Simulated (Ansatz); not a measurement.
The starting structures come from a database of crystals and need not be the phases stable at ambient conditions.

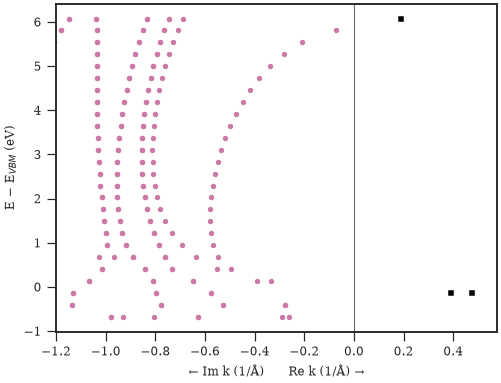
Fig. 1. Complex bands at the centre of the two-dimensional zone; PBEsol run with Ansatz (a program for electronic structure)

No gap correction and no spin-orbit coupling; mid-gap values are interpolated between computed energies.

Q: This is AlPO$_{4}$ (I-4, not sure to be the ambient phase, 6 atoms a cell, 15.5 Å³ an atom, 3 GPa at this level) along the normal of (110). Read off the slowest decay at the centre of the two-dimensional zone at 2.83 eV, the computed energy nearest the middle of the gap.

A: κ ≈ 0.55 1/Å, a decay length 1/(2κ) of the density of 0.91 Å.
